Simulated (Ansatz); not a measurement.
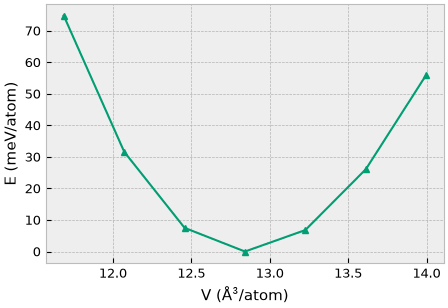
*V (bcc (W type), space group No. 229) under volume change, DFT-PBE+D3(BJ) in the program Ansatz with PAW potentials, scaled uniformly.*

### Question
What does a third-order Birch–Murnaghan fit give for V₀, B₀ and B′?

### Answer
V₀ = 12.84 Å³/atom, B₀ = 198 GPa, B′ = 3.8.

Space group Im-3m (bcc (W type)). The PBE+D3(BJ) relaxation kept the symmetry of its start. The workflow began spin-polarised and lost its moments. The pairwise dispersion correction was not fitted to metals.

Potentials: the earlier of the program's two PAW sets.
